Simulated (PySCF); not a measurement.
# C₇H₇ClS: excited states, first hyperpolarisability

Wanted: excited states, first hyperpolarisability for C₇H₇ClS (`CSc1cccc(Cl)c1`).

Computed with PySCF 2.14.0 and routines of our own; the level stands in each step. Atoms count from 0.

## 1. The starting structure

16 atoms, charge 0, multiplicity 1; geometry from: GFN2-xTB.

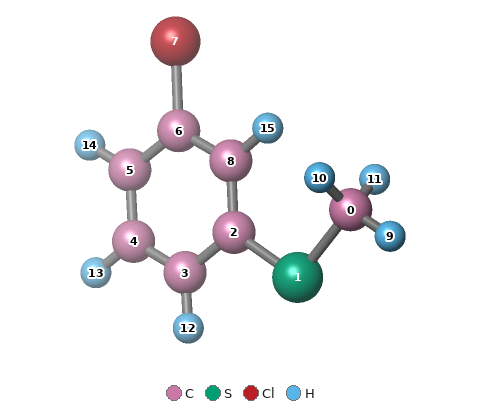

The starting geometry (carbon pink, sulfur teal, chlorine red, hydrogen blue).

## 2. Optimising the geometry at PBE0-D3(BJ)/def2-SVP

Job settings and geometry (Å):

```
{"job": {"xc": "PBE0", "basis": "def2-SVP", "d3": "d3bj", "grid": 2, "kind": "geom"}, "charge": 0, "multiplicity": 1}
C     -2.820077    -0.704986    -0.536047
S     -1.961134     0.886881    -0.686701
C     -0.306015     0.531797    -0.193993
C      0.588854     1.600905    -0.206947
C      1.903739     1.407110     0.161281
C      2.352946     0.152839     0.546103
C      1.454936    -0.899550     0.553892
Cl     1.989506    -2.477121     1.024097
C      0.128950    -0.728612     0.190418
H     -3.847599    -0.509298    -0.827520
H     -2.788335    -1.048620     0.493587
H     -2.378587    -1.431912    -1.211406
H      0.237607     2.574598    -0.511160
H      2.591492     2.238488     0.148737
H      3.379730    -0.006075     0.832967
H     -0.533611    -1.577500     0.211281
```

Command:

```bash
$ OMP_NUM_THREADS=1 python excited_run.py task.json out
```

This one command runs all jobs of the session in turn.

Standard output:

```text
step   0  E = -1128.29077108  max force = 0.014139
step   1  E = -1128.29238006  max force = 0.002372
step   2  E = -1128.29239995  max force = 0.000569
step   3  E = -1128.29240359  max force = 0.001009
step   4  E = -1128.29240680  max force = 0.000422
optimisation converged
```

Run time: 67 s. Hardware: 1 thread of Intel Xeon Platinum 8488C, shared host; peak memory 0.8 GiB.

The steps of the relaxation:

```
step  energy from step 0 (eV)  largest force component (eV/Å)
   0                   0.0000                          0.7271
   1                  -0.0438                          0.1220
   2                  -0.0443                          0.0293
   3                  -0.0444                          0.0519
   4                  -0.0445                          0.0217
```

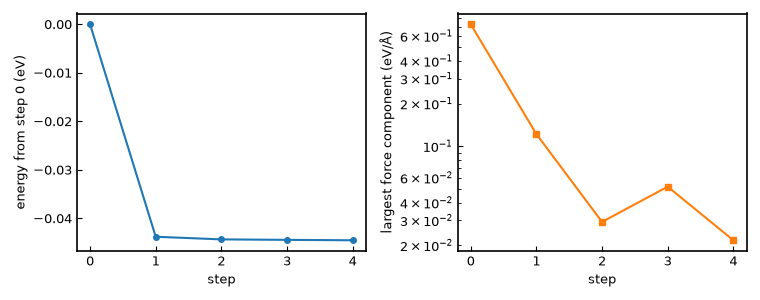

Energy and largest force along the relaxation.

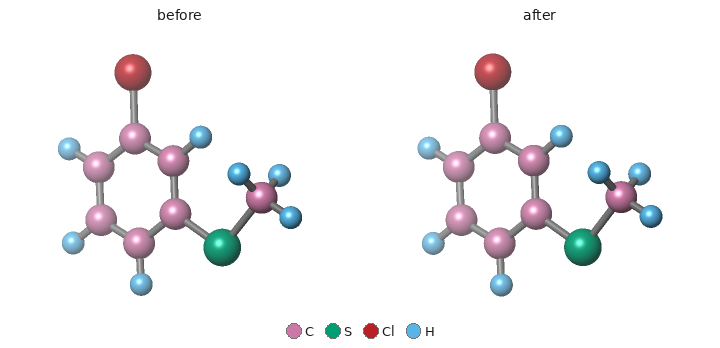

Before and after, at one scale.

Distances of close pairs at the start and the end, largest changes first:

```
  bond  before (Å)  after (Å)  change (Å)
 C0–S1       1.815      1.797      -0.018
C0–H10       1.086      1.100      +0.014
C0–H11       1.086      1.100      +0.014
C3–H12       1.079      1.093      +0.014
C4–H13       1.079      1.093      +0.014
 C0–H9       1.086      1.098      +0.013
C5–H14       1.078      1.090      +0.012
C8–H15       1.077      1.089      +0.012
```

The end geometry stands in the next job.

```
                         at the end point                value
  point group (found at 0.08 Å tolerance)                   Cs
rotational constants (GHz, main isotopes)  1.995, 0.745, 0.545
                        dipole moment (D)                 0.96
```

## 3. Excited states: TDA CAM-B3LYP/aug-cc-pVDZ

Job settings and geometry (Å):

```
{"job": {"kind": "states", "xc": "CAM-B3LYP", "basis": "aug-cc-pVDZ", "tda": true, "soc": true, "nstates": 6, "ntriplets": 5, "nquad": 4}, "charge": 0, "multiplicity": 1}
C     -2.695675    -1.115878    -0.540997
S     -1.875420     0.475599    -0.697080
C     -0.221116     0.124130    -0.211504
C      0.681999     1.199661    -0.225873
C      2.006219     1.004442     0.143816
C      2.464636    -0.254104     0.534745
C      1.561840    -1.312398     0.545449
Cl     2.097447    -2.890442     1.026220
C      0.227061    -1.141893     0.178352
H     -3.739635    -0.939694    -0.833916
H     -2.678266    -1.484559     0.495162
H     -2.262415    -1.867250    -1.217445
H      0.336676     2.190798    -0.529325
H      2.699702     1.848594     0.128854
H      3.502281    -0.417569     0.827012
H     -0.436841    -2.004846     0.204702
```

With the program's defaults for keys left out, this is: TDA CAM-B3LYP/aug-cc-pVDZ excited states, vertical, gas phase, spin-orbit mean-field couplings.

Standard output:

```text
coarse grid: 15192 points
cycle   1  E = -1129.1778228986  dE =  1.701e+00  |g| = 3.475e-01  |ddm| = 2.666e+01
cycle   2  E = -1129.1893820112  dE = -1.156e-02  |g| = 3.369e-01  |ddm| = 4.823e+00
cycle   3  E = -1129.2156086227  dE = -2.623e-02  |g| = 6.884e-02  |ddm| = 2.238e+00
cycle   4  E = -1129.2167756761  dE = -1.167e-03  |g| = 3.129e-02  |ddm| = 4.895e-01
cycle   5  E = -1129.2170364838  dE = -2.608e-04  |g| = 7.499e-03  |ddm| = 2.092e-01
cycle   6  E = -1129.2170508435  dE = -1.436e-05  |g| = 1.601e-03  |ddm| = 4.848e-02
cycle   7  E = -1129.2170516219  dE = -7.784e-07  |g| = 9.014e-04  |ddm| = 1.388e-02
final grid: 139552 points
cycle   8  E = -1129.2462873365  dE = -1.934e-05  |g| = 3.765e-03  |ddm| = 7.059e-01
cycle   9  E = -1129.2462871610  dE =  1.754e-07  |g| = 3.960e-03  |ddm| = 6.297e-02
cycle  10  E = -1129.2462913569  dE = -4.196e-06  |g| = 4.557e-04  |ddm| = 2.342e-02
cycle  11  E = -1129.2462914053  dE = -4.843e-08  |g| = 1.849e-04  |ddm| = 3.265e-03
cycle  12  E = -1129.2462914146  dE = -9.206e-09  |g| = 5.550e-05  |ddm| = 1.474e-03
cycle  13  E = -1129.2462914155  dE = -9.220e-10  |g| = 1.363e-05  |ddm| = 3.825e-04
converged SCF energy = -1129.2462914155

Singlet excitations
state   eV       nm        f     d(h-e)  d(exc)  Lambda  PR(NTO)  |dmu|/D   mu/D   main configurations
  1   4.8831   253.9   0.01681   0.866   3.263   0.618   1.553    2.588    3.521   H->L+1 0.60, H-1->L+2 0.16, H->L+2 0.14
  2   5.2828   234.7   0.00042   1.665   3.984   0.267   1.015    7.166    6.440   H->L 0.56, H->L+3 0.10
  3   5.3575   231.4   0.26092   1.176   3.448   0.645   1.211    3.262    4.162   H->L+2 0.70, H->L+1 0.19
  4   5.5926   221.7   0.00340   1.161   4.395   0.234   1.050    5.399    5.483   H->L+3 0.40, H->L 0.26, H->L+5 0.08
  5   6.0459   205.1   0.01098   0.527   4.622   0.231   1.096                     H->L+4 0.51, H->L+6 0.27
  6   6.2651   197.9   0.18187   0.687   3.705   0.578   2.099                     H-1->L+2 0.52, H->L+1 0.16, H-2->L+1 0.11

Triplet excitations (Tamm-Dancoff)
state   eV     d(h-e)  d(exc)  Lambda  PR(NTO)   main configurations
  1   3.7117   0.335   2.859   0.656   1.494   H->L+2 0.43, H->L+1 0.26, H-1->L+1 0.16
  2   4.1740   0.715   3.115   0.628   1.092   H->L+1 0.48, H->L+2 0.38
  3   4.5053   0.307   2.874   0.690   1.439   H-1->L+1 0.48, H-1->L+2 0.19, H->L+1 0.13
  4   4.9919   1.095   3.450   0.279   1.021   H->L 0.35, H->L+13 0.13, H->L+3 0.12
  5   5.0008   0.323   2.917   0.647   1.088   H-1->L+2 0.67, H-1->L+1 0.21
S1 - T1 = 1.1713 eV

Spin-orbit couplings |<S|Hso|T>| (cm-1)
             T1       T2       T3       T4       T5
S0        0.548    0.692    0.495  113.233    0.255
S1        0.069    0.018    0.045    3.490    0.005
S2       10.260    5.978    4.414    1.082    1.272
S3        0.207    0.129    0.101   14.404    0.096
S4        8.851    3.896    3.838   12.353    0.433
S5        9.285    2.552    3.821    8.488    0.704
S6        0.168    0.172    0.072    2.254    0.110
T1 sublevels (cm-1): 0.000 0.008 0.013   radiative rates (1/s): 0.138 0.0288 0.144
```

Wall time 82 s (1 thread of Intel Xeon Platinum 8488C, shared host); peak memory 1.2 GiB.

In short:

```
  quantity    value
S1 less T1  1.17 eV
```

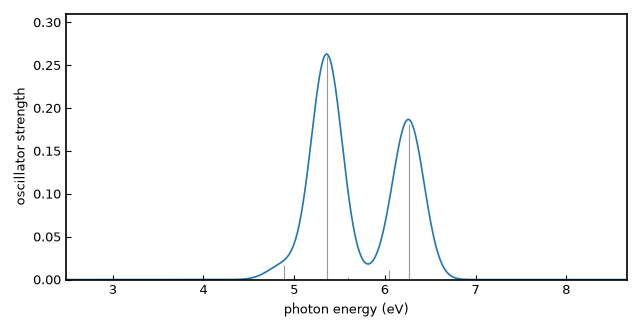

Absorption lines of the singlets. Lines are broadened to a width of 0.40 eV (Gaussian).

The fields below are evaluated on a grid from the run's orbitals.

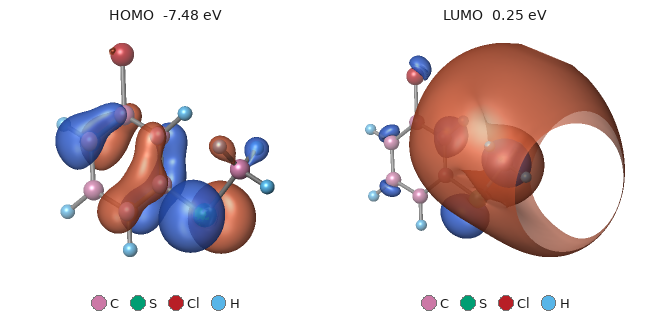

Frontier orbitals at CAM-B3LYP/aug-cc-pVDZ; each surface holds 70 % of the orbital's density, blue and red mark the sign. The LUMO is diffuse and is cut off by the edge of the grid.

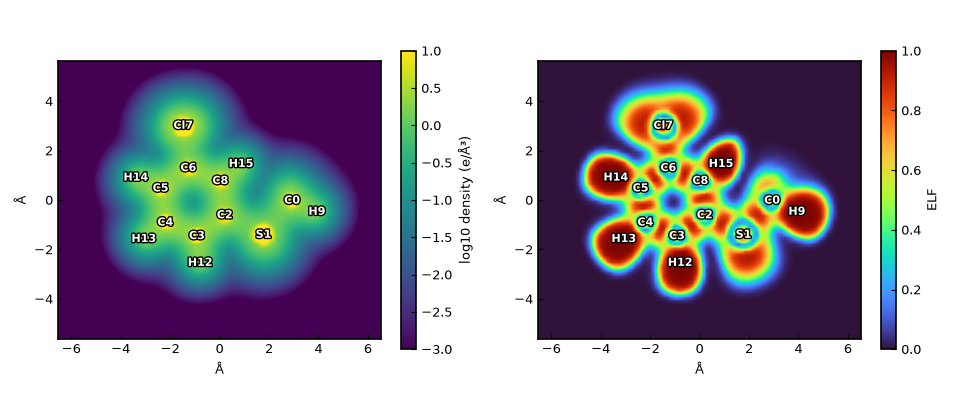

Density (left) and ELF (right) in a plane through or near 14 of the atoms.

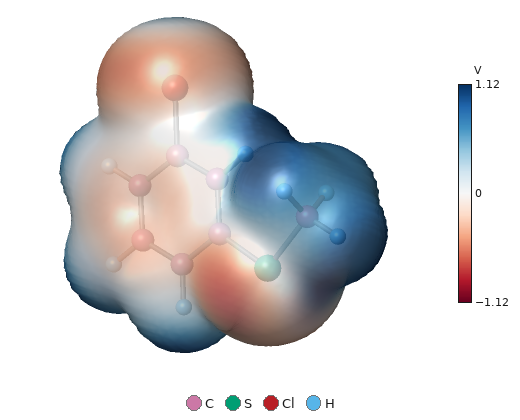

Electrostatic potential on the surface of density 0.002 e/bohr³; red is low, blue high. It runs from -0.69 V near S1 to 1.12 V near H9.

## 4. Excited states: TDDFT CAM-B3LYP/aug-cc-pVDZ

The job, as its differences from that of step 3:

```diff
@@ -1,2 +1,2 @@
-{"job": {"kind": "states", "xc": "CAM-B3LYP", "basis": "aug-cc-pVDZ", "tda": true, "soc": true, "nstates": 6, "ntriplets": 5, "nquad": 4}, "charge": 0, "multiplicity": 1}
+{"job": {"kind": "states", "xc": "CAM-B3LYP", "basis": "aug-cc-pVDZ", "tpa": true, "nstates": 8, "nquad": 6, "ntriplets": 0}, "charge": 0, "multiplicity": 1}
 C     -2.695675    -1.115878    -0.540997
```

Level: TDDFT CAM-B3LYP/aug-cc-pVDZ excited states, vertical, gas phase, two-photon moments by quadratic response.

Standard output:

```text
coarse grid: 15192 points
cycle   1  E = -1129.1778228986  dE =  1.701e+00  |g| = 3.475e-01  |ddm| = 2.666e+01
cycle   2  E = -1129.1893820112  dE = -1.156e-02  |g| = 3.369e-01  |ddm| = 4.823e+00
cycle   3  E = -1129.2156086227  dE = -2.623e-02  |g| = 6.884e-02  |ddm| = 2.238e+00
cycle   4  E = -1129.2167756761  dE = -1.167e-03  |g| = 3.129e-02  |ddm| = 4.895e-01
cycle   5  E = -1129.2170364838  dE = -2.608e-04  |g| = 7.499e-03  |ddm| = 2.092e-01
cycle   6  E = -1129.2170508435  dE = -1.436e-05  |g| = 1.601e-03  |ddm| = 4.848e-02
cycle   7  E = -1129.2170516219  dE = -7.784e-07  |g| = 9.014e-04  |ddm| = 1.388e-02
final grid: 139552 points
cycle   8  E = -1129.2462873365  dE = -1.934e-05  |g| = 3.765e-03  |ddm| = 7.059e-01
cycle   9  E = -1129.2462871610  dE =  1.754e-07  |g| = 3.960e-03  |ddm| = 6.297e-02
cycle  10  E = -1129.2462913569  dE = -4.196e-06  |g| = 4.557e-04  |ddm| = 2.342e-02
cycle  11  E = -1129.2462914053  dE = -4.843e-08  |g| = 1.849e-04  |ddm| = 3.265e-03
cycle  12  E = -1129.2462914146  dE = -9.207e-09  |g| = 5.550e-05  |ddm| = 1.474e-03
cycle  13  E = -1129.2462914155  dE = -9.247e-10  |g| = 1.363e-05  |ddm| = 3.825e-04
converged SCF energy = -1129.2462914155

Singlet excitations
state   eV       nm        f     d(h-e)  d(exc)  Lambda  PR(NTO)  |dmu|/D   mu/D   delta(TPA)   sigma/GM   main configurations
  1   4.8158   257.5   0.01794   0.834   3.231   0.616   1.542    2.749    3.685       14.30      0.122   H->L+1 0.65, H->L+2 0.14, H-1->L+2 0.13
  2   5.1973   238.6   0.21276   1.100   3.395   0.644   1.252    3.159    4.067      308.02      3.048   H->L+2 0.73, H->L+1 0.19
  3   5.2710   235.2   0.00029   1.661   3.983   0.267   1.015    7.058    6.331       32.02      0.326   H->L 0.55, H->L+3 0.10
  4   5.5886   221.9   0.00312   1.131   4.404   0.234   1.050    5.259    5.339       28.05      0.321   H->L+3 0.39, H->L 0.27, H->L+8 0.08
  5   6.0341   205.5   0.01057   0.585   4.596   0.233   1.095    3.682    2.731      100.39      1.339   H->L+4 0.49, H->L+6 0.29
  6   6.0943   203.4   0.21452   0.610   3.414   0.608   1.814    1.556    2.427       67.88      0.924   H-1->L+2 0.65, H->L+1 0.14
  7   6.2003   200.0   0.38204   0.513   3.176   0.738   1.423                                            H-1->L+1 0.79
  8   6.2654   197.9   0.00095   1.435   4.982   0.240   1.289                                            H->L+3 0.36, H->L+5 0.18, H->L+8 0.08
```

It took 90 s on 1 thread of Intel Xeon Platinum 8488C, shared host; peak memory 1.2 GiB.

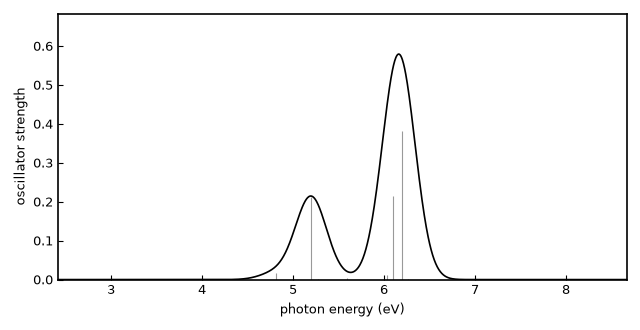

Absorption lines of the singlets. Lines are broadened to a width of 0.40 eV (Gaussian).

## 5. First hyperpolarisability: quadratic response CAM-B3LYP/aug-cc-pVDZ

The job, as its differences from that of step 4:

```diff
@@ -1,2 +1,2 @@
-{"job": {"kind": "states", "xc": "CAM-B3LYP", "basis": "aug-cc-pVDZ", "tpa": true, "nstates": 8, "nquad": 6, "ntriplets": 0}, "charge": 0, "multiplicity": 1}
+{"job": {"kind": "beta", "xc": "CAM-B3LYP", "basis": "aug-cc-pVDZ"}, "charge": 0, "multiplicity": 1}
 C     -2.695675    -1.115878    -0.540997
```

Level: quadratic response CAM-B3LYP/aug-cc-pVDZ first hyperpolarisability, Taylor convention, gas phase.

Standard output:

```text
coarse grid: 15192 points
cycle   1  E = -1129.1778228986  dE =  1.701e+00  |g| = 3.475e-01  |ddm| = 2.666e+01
cycle   2  E = -1129.1893820112  dE = -1.156e-02  |g| = 3.369e-01  |ddm| = 4.823e+00
cycle   3  E = -1129.2156086227  dE = -2.623e-02  |g| = 6.884e-02  |ddm| = 2.238e+00
cycle   4  E = -1129.2167756761  dE = -1.167e-03  |g| = 3.129e-02  |ddm| = 4.895e-01
cycle   5  E = -1129.2170364838  dE = -2.608e-04  |g| = 7.499e-03  |ddm| = 2.092e-01
cycle   6  E = -1129.2170508435  dE = -1.436e-05  |g| = 1.601e-03  |ddm| = 4.848e-02
cycle   7  E = -1129.2170516219  dE = -7.784e-07  |g| = 9.014e-04  |ddm| = 1.388e-02
final grid: 139552 points
cycle   8  E = -1129.2462873365  dE = -1.934e-05  |g| = 3.765e-03  |ddm| = 7.059e-01
cycle   9  E = -1129.2462871610  dE =  1.754e-07  |g| = 3.960e-03  |ddm| = 6.297e-02
cycle  10  E = -1129.2462913569  dE = -4.196e-06  |g| = 4.557e-04  |ddm| = 2.342e-02
cycle  11  E = -1129.2462914053  dE = -4.843e-08  |g| = 1.849e-04  |ddm| = 3.265e-03
cycle  12  E = -1129.2462914146  dE = -9.207e-09  |g| = 5.550e-05  |ddm| = 1.474e-03
cycle  13  E = -1129.2462914155  dE = -9.220e-10  |g| = 1.363e-05  |ddm| = 3.825e-04
converged SCF energy = -1129.2462914155

Lowest singlets (eV, f): 4.8158 0.0179  5.1973 0.2128  5.2710 0.0003

First hyperpolarisability (au)
process     nm      |vector|   parallel      HRS      DR
static         -      341.07     148.87     167.98   3.254
shg       1907.0      374.38     166.85     183.02   3.313
eope      1907.0      351.64     154.57          -       -
shg       1064.0      468.91      218.5     225.12   3.468
eope      1064.0      376.92     168.23          -       -
```

Wall time 77 s (1 thread of Intel Xeon Platinum 8488C, shared host); peak memory 1.2 GiB.

## 6. Excited states: TDA CAM-B3LYP/aug-cc-pVDZ in tetrahydrofuran

The job, as its differences from that of step 5:

```diff
@@ -1,2 +1,2 @@
-{"job": {"kind": "beta", "xc": "CAM-B3LYP", "basis": "aug-cc-pVDZ"}, "charge": 0, "multiplicity": 1}
+{"job": {"kind": "states", "xc": "CAM-B3LYP", "basis": "aug-cc-pVDZ", "tda": true, "soc": true, "nstates": 6, "ntriplets": 5, "nquad": 4, "solvent": "tetrahydrofuran"}, "charge": 0, "multiplicity": 1}
 C     -2.695675    -1.115878    -0.540997
```

Method: TDA CAM-B3LYP/aug-cc-pVDZ excited states, vertical, IEF-PCM tetrahydrofuran (non-equilibrium response), spin-orbit mean-field couplings.

Standard output:

```text
coarse grid: 15192 points
cycle   1  E = -1129.1857528707  dE =  1.694e+00  |g| = 3.402e-01  |ddm| = 2.668e+01
cycle   2  E = -1129.1987175909  dE = -1.296e-02  |g| = 3.183e-01  |ddm| = 4.868e+00
cycle   3  E = -1129.2221511696  dE = -2.343e-02  |g| = 5.562e-02  |ddm| = 2.219e+00
cycle   4  E = -1129.2229648956  dE = -8.137e-04  |g| = 2.407e-02  |ddm| = 4.213e-01
cycle   5  E = -1129.2231191728  dE = -1.543e-04  |g| = 6.298e-03  |ddm| = 1.821e-01
cycle   6  E = -1129.2231294531  dE = -1.028e-05  |g| = 1.324e-03  |ddm| = 4.108e-02
cycle   7  E = -1129.2231301623  dE = -7.092e-07  |g| = 6.815e-04  |ddm| = 1.313e-02
final grid: 139552 points
cycle   8  E = -1129.2523154004  dE = -1.990e-05  |g| = 3.503e-03  |ddm| = 7.105e-01
cycle   9  E = -1129.2523160144  dE = -6.140e-07  |g| = 3.321e-03  |ddm| = 6.215e-02
cycle  10  E = -1129.2523189489  dE = -2.934e-06  |g| = 2.973e-04  |ddm| = 2.192e-02
cycle  11  E = -1129.2523189690  dE = -2.010e-08  |g| = 1.572e-04  |ddm| = 2.848e-03
cycle  12  E = -1129.2523189757  dE = -6.714e-09  |g| = 4.466e-05  |ddm| = 1.254e-03
cycle  13  E = -1129.2523189763  dE = -6.014e-10  |g| = 8.802e-06  |ddm| = 3.526e-04
converged SCF energy = -1129.2523189763

Singlet excitations
state   eV       nm        f     d(h-e)  d(exc)  Lambda  PR(NTO)  |dmu|/D   mu/D   main configurations
  1   4.8890   253.6   0.02337   0.906   3.269   0.649   1.505    3.120    4.231   H->L 0.50, H->L+2 0.26, H-1->L+2 0.11
  2   5.2585   235.8   0.36005   1.208   3.458   0.641   1.145    3.979    5.066   H->L+2 0.57, H->L 0.35
  3   5.3962   229.8   0.00179   1.456   3.935   0.278   1.019    6.781    5.861   H->L+1 0.43, H->L+3 0.22, H->L+9 0.10
  4   5.6021   221.3   0.00614   1.105   4.220   0.258   1.051    5.389    5.552   H->L+1 0.38, H->L+3 0.22, H->L+8 0.09
  5   6.0852   203.7   0.01235   0.273   4.669   0.227   1.099                     H->L+4 0.46, H->L+6 0.20, H->L+5 0.12
  6   6.2269   199.1   0.38166   0.683   3.500   0.648   1.995                     H-1->L+2 0.41, H-1->L 0.20, H->L 0.11

Triplet excitations (Tamm-Dancoff)
state   eV     d(h-e)  d(exc)  Lambda  PR(NTO)   main configurations
  1   3.7219   0.355   2.867   0.652   1.476   H->L 0.41, H->L+2 0.28, H-1->L 0.13
  2   4.2026   0.747   3.117   0.642   1.092   H->L+2 0.55, H->L 0.31
  3   4.5162   0.291   2.861   0.676   1.426   H-1->L 0.38, H-1->L+2 0.31, H->L 0.15
  4   5.0101   0.277   2.902   0.676   1.088   H-1->L+2 0.52, H-1->L 0.37
  5   5.1159   0.939   3.358   0.290   1.024   H->L+3 0.24, H->L+1 0.18, H->L+13 0.17
S1 - T1 = 1.1671 eV

Spin-orbit couplings |<S|Hso|T>| (cm-1)
             T1       T2       T3       T4       T5
S0        0.508    0.652    0.495    0.116  113.845
S1        0.069    0.017    0.048    0.004    3.425
S2        0.132    0.069    0.057    0.066   13.597
S3        9.856    5.769    4.309    0.849    2.306
S4        8.449    4.352    3.648    0.283   10.624
S5        8.621    2.726    3.535    0.683    6.361
S6        0.067    0.042    0.050    0.009    4.051
T1 sublevels (cm-1): 0.000 0.007 0.010   radiative rates (1/s): 0.0861 0.0223 0.0872
```

It took 77 s on 1 thread of Intel Xeon Platinum 8488C, shared host; peak memory 1.2 GiB.

From this job:

```
  quantity    value
S1 less T1  1.17 eV
```

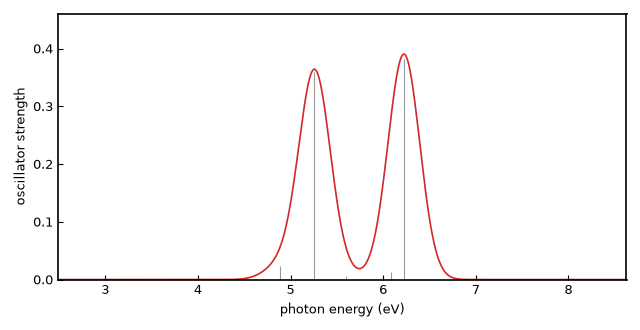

Absorption lines of the singlets. Lines are broadened to a width of 0.40 eV (Gaussian).

## 7. Summary of results

```
                                                         quantity                                                value
                                                      point group                                                   Cs
                             rotational constants (main isotopes)                                 2.00, 0.75, 0.54 GHz
                   S1 less T1 (step 3, TDA CAM-B3LYP/aug-cc-pVDZ)                                              1.17 eV
                            surface potential, least and greatest                                   -0.69 V and 1.12 V
      β vector (step 5, quadratic response CAM-B3LYP/aug-cc-pVDZ)  static 341, SHG 1907.0 nm 374, SHG 1064.0 nm 469 au
S1 less T1 (step 6, TDA CAM-B3LYP/aug-cc-pVDZ in tetrahydrofuran)                                              1.17 eV
```

What this shows: The optimisation took 4 steps and gained 0.045 eV; among the close pairs (by a distance rule), C0–S1 changed most, from 1.815 to 1.797 Å. In step 3, the number of triplets below S1 is 3, and the largest singlet-triplet spin-orbit coupling is S0–T4, 113.23 cm⁻¹. β grows from 341 au (static) to 469 au for doubling at 1064.0 nm: normal dispersion, which grows as twice the photon energy moves toward the bright states. In step 6, the number of triplets below S1 is 3, and the largest singlet-triplet spin-orbit coupling is S0–T5, 113.84 cm⁻¹. The orbital labels of the leading configurations differ from run to run, so check that S1 and T1 are the same states before comparing rows.
